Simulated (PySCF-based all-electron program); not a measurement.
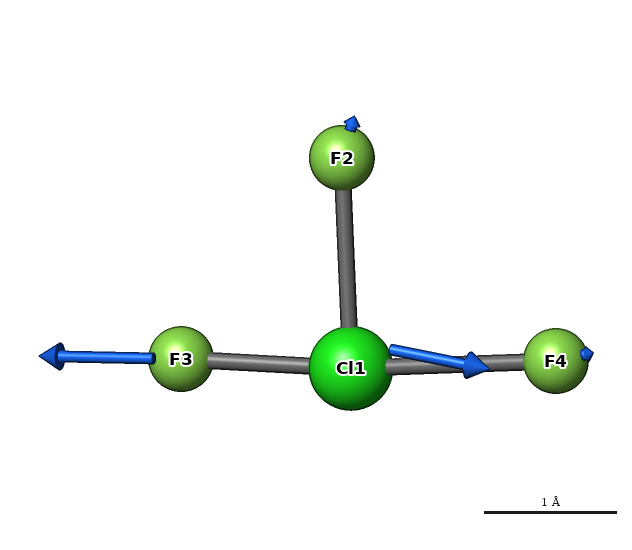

Arrows show the forces on the atoms, 0.07 Å of arrow for 1 eV/Å; forces under a tenth of the largest aren't drawn. Level of theory: PBE, all-electron, scalar-relativistic (spin-free Dirac), large uncontracted Gaussian sets (PySCF-based all-electron program).

On which atom is the force largest, and how large is it?

Answer. On F3: 13.70 eV/Å.

Along which bond is the force strongest?

Answer. Cl1–F3, now 1.402 Å: the forces push its atoms apart, so a first step downhill lengthens it.

List the force components in the frame of the picture (x right, y up, z towards the viewer), in eV/Å.

```tsv
atom	Fx	Fy	Fz
Cl1	10.87	−2.18	4.40
F2	0.49	1.63	0.41
F3	−12.61	0.27	−5.34
F4	1.25	0.27	0.53
```
